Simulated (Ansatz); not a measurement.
H14In4P4 (In4P4 wurtzite atom sphere) (charge +1, doublet)

Input file:

```
crystal:
  periodic: [false, false, false]
  atoms:
    - {symbol: In, position_ang: [-1.977389, -1.599268, -1.446401]}
    - {symbol: P, position_ang: [-1.965790, -1.115901, 1.162011]}
    - {symbol: In, position_ang: [1.966499, -1.608421, -1.450849]}
    - {symbol: P, position_ang: [-0.002048, 0.205020, -1.989988]}
    - {symbol: P, position_ang: [1.971655, -1.109994, 1.154805]}
    - {symbol: In, position_ang: [0.003717, 0.014017, 2.468135]}
    - {symbol: In, position_ang: [0.007117, 2.810878, -1.362544]}
    - {symbol: P, position_ang: [-0.002203, 2.325857, 1.290097]}
    - {symbol: H, position_ang: [-1.522952, -3.234100, -1.697322]}
    - {symbol: H, position_ang: [-3.061599, -0.426975, -2.145735]}
    - {symbol: H, position_ang: [-2.293065, -2.316105, 1.868755]}
    - {symbol: H, position_ang: [-3.134497, -0.358872, 1.491203]}
    - {symbol: H, position_ang: [1.499549, -3.241891, -1.687896]}
    - {symbol: H, position_ang: [3.053893, -0.448191, -2.164679]}
    - {symbol: H, position_ang: [-0.004672, 0.167228, -3.426480]}
    - {symbol: H, position_ang: [2.311408, -2.304311, 1.865703]}
    - {symbol: H, position_ang: [3.137724, -0.343686, 1.471731]}
    - {symbol: H, position_ang: [0.006802, -0.127767, 4.183528]}
    - {symbol: H, position_ang: [-1.596528, 3.331984, -1.711404]}
    - {symbol: H, position_ang: [1.617949, 3.316989, -1.700723]}
    - {symbol: H, position_ang: [-1.084543, 3.026819, 1.909959]}
    - {symbol: H, position_ang: [1.068956, 3.036676, 1.918095]}
basis:
  gaussian: {orbitals: def2-TZVP, fitting: {mean_field: def2-universal-jkfit}, initial_orbitals: start.molden}
total_charge: 1
magnetization: {spin_polarized: true, initial_magnetization: 1}
hamiltonian: {xc: pbe0, dispersion: d4}
scf: {omitted_lower_state_checks: [starts]}
output: {orbitals: {seedname: orbitals}}
```

Launched as:

```sh
ansatz run in.yaml --threads 2 --pin off --events-out ev --progress --plain --max-ram 32768MiB --backend cuda --devices 0, --max-vram 18GiB
```

Geometry: PBE-D4/def2-SVP; core potentials replace the inner electrons of In.

Method: UKS PBE0-D4/def2-TZVP (Ansatz).

Q: Predict the electron density, electron localisation function and spin density between the atoms.

A: In–P (2.59 Å): ρ at the midpoint is about 0.44 e/Å³; the ELF peaks at about 0.95 in the valence shell of P, 1.0 Å from its nucleus, and drops to about 0.15 between the two atoms.
P–H (1.44 Å): ρ at the midpoint is about 1.1 e/Å³; the ELF climbs to about 1 towards the hydrogen, as it does in any bond to H.
In–P (2.68 Å): ρ at the midpoint is about 0.35 e/Å³; the ELF peaks at about 0.95 in the valence shell of P, 1.0 Å from its nucleus, and drops to about 0.15 between the two atoms.
In–P (2.70 Å): ρ at the midpoint is about 0.35 e/Å³; the ELF peaks at about 0.95 in the valence shell of P, 1.0 Å from its nucleus, and drops to about 0.15 between the two atoms.
The unpaired spin (1 electron) lies mostly on P4 (about 0.6), In1 (about 0.1), In3 (about 0.1), H10 (about 0.1) and H14 (about 0.1), in electrons by Hirshfeld's partition.

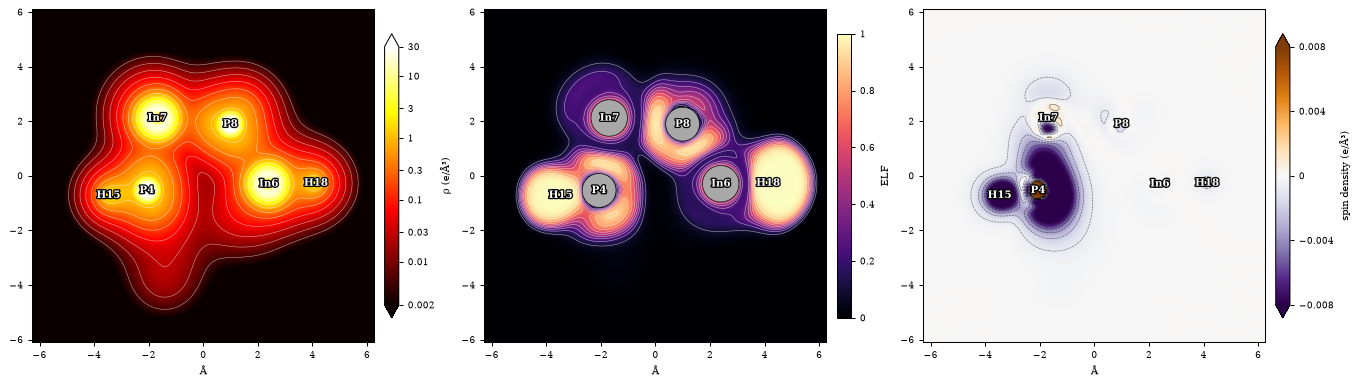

Computed electron density, electron localisation function and spin density on the plane of atoms P4, In7 and P8, in this order. Grey discs cover the atomic cores in the ELF map. 
